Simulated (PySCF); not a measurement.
**CH9BO3Si2 (SMILES CO[SiH2]OBO[SiH3]): density, localisation and related maps**

```yaml
atoms:
  - { symbol: C, position_ang: [-3.2193, 0.2462, -0.0139] }
  - { symbol: O, position_ang: [-2.1230, -0.6100, 0.1343] }
  - { symbol: Si, position_ang: [-0.6884, -0.6326, -0.6078] }
  - { symbol: O, position_ang: [-0.0134, 0.8384, -0.5497] }
  - { symbol: B, position_ang: [1.0301, 1.6209, -0.2870] }
  - { symbol: O, position_ang: [2.1808, 1.1653, 0.2007] }
  - { symbol: Si, position_ang: [3.1073, -0.0220, 0.7796] }
  - { symbol: H, position_ang: [-2.9011, 1.2906, -0.0413] }
  - { symbol: H, position_ang: [-3.7587, 0.0148, -0.9357] }
  - { symbol: H, position_ang: [-3.8833, 0.0926, 0.8382] }
  - { symbol: H, position_ang: [-0.0479, -1.6619, 0.1931] }
  - { symbol: H, position_ang: [-0.7660, -0.8882, -2.0474] }
  - { symbol: H, position_ang: [0.9292, 2.7787, -0.4964] }
  - { symbol: H, position_ang: [4.3931, 0.1965, 0.1184] }
  - { symbol: H, position_ang: [3.1631, 0.2068, 2.2239] }
  - { symbol: H, position_ang: [2.5901, -1.3595, 0.4796] }
```

Geometry: GFN2-xTB.

Theory: PySCF 2.14.0, B3LYP/def2-SVPD, SCF density, gas phase.

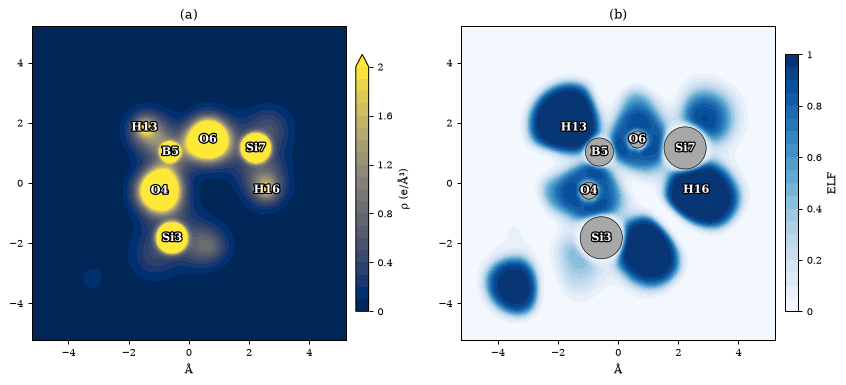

Figure 1. (a) total electron density; (b) ELF on the plane of atoms Si3, O4 and B5. Grey discs cover the atomic cores in the ELF map.

Q: Interpret the plot.

A: Atoms in the plane: Si, O, B and H.
B–O (1.33 Å): the density is about 2.2 e/Å³ at the midpoint; the ELF peaks at about 0.90 between the atoms (a short, strongly polar bond).
Si–O (1.61 Å): ρ is about 1.1 e/Å³ halfway; the ELF peaks at about 0.85 between the atoms; a polar covalent bond.
B–H (1.18 Å): ρ is about 1.3 e/Å³ halfway; the ELF climbs to about 1 towards the hydrogen, as it does in any bond to H; an ordinary covalent bond to hydrogen.
Si–H (1.47 Å): ρ at the midpoint is about 0.81 e/Å³; the ELF climbs to about 1 towards the hydrogen.
The ELF also peaks beside O4 and O6, away from the bonds: lone-pair regions.

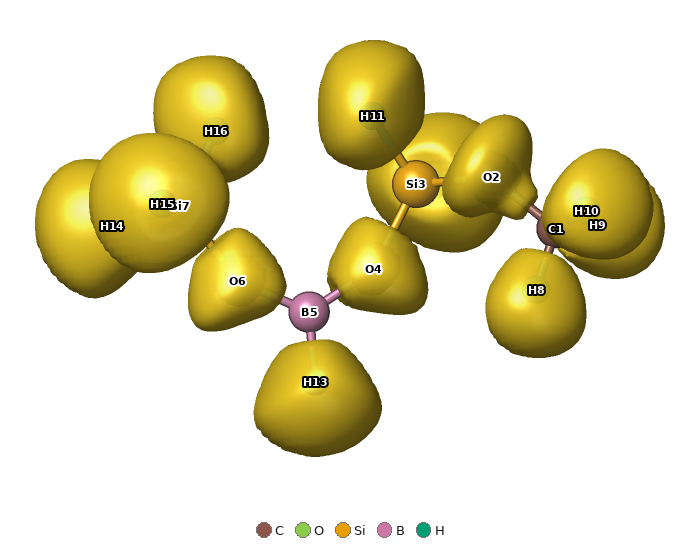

Figure 2. Isosurface of the ELF at 0.75 (yellow), seen across its widest extent. Core shells and regions of very low density are left out.

Q: Identify the bonds, lone pairs and shells in this picture.

A: At this value the surface marks out nine regions around hydrogen nuclei and three regions on O in which the atom's valence shell and bonds are merged.


 C–O (1.40 Å): the ELF peaks at about 0.90 between the atoms: a polar covalent bond.

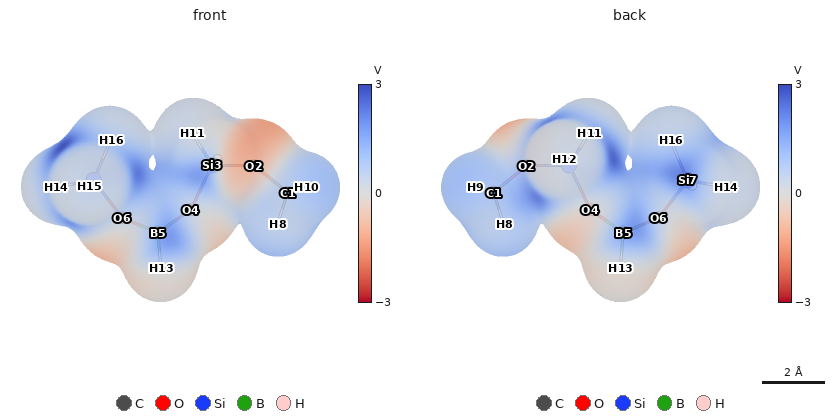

Figure 3. The electrostatic potential painted on the density surface at 0.004 e/bohr³, seen from the front and from behind; the colour scale runs from red (negative) to blue (positive).

Q: Which sites attract a positive test charge, and which a negative one?

A: A positive charge is drawn to the negative regions and a negative charge to the positive ones. The most negative region (about −1.3 V) lies over O2, the most positive (about +2.5 V) over Si3 and Si7. O2 is the likeliest acceptor of a hydrogen bond.

Q: What dipole moment does the calculation give?

A: Its dipole moment is 0.61 D.
